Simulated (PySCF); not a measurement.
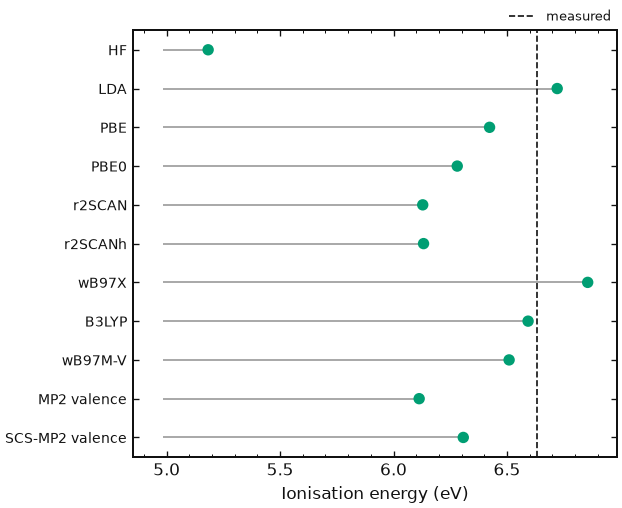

The ionisation energy of an atom or ion with 40 electrons in the configuration [Kr] 4d² 5s² by several methods. PySCF, aug-cc-pVTZ-PP with a 28-electron core potential, unrestricted single determinants, no spin-orbit coupling. Methods marked “valence” freeze 8 core electrons.

### Which atom or ion is it?

Neutral zirconium. The values run from 5.18 eV (HF) to 6.86 eV (wB97X). The measured value is 6.63 eV; nearest to it come B3LYP (−0.04) and LDA (+0.09), furthest HF (−1.45 eV).

Note: spin-orbit shift not estimated.
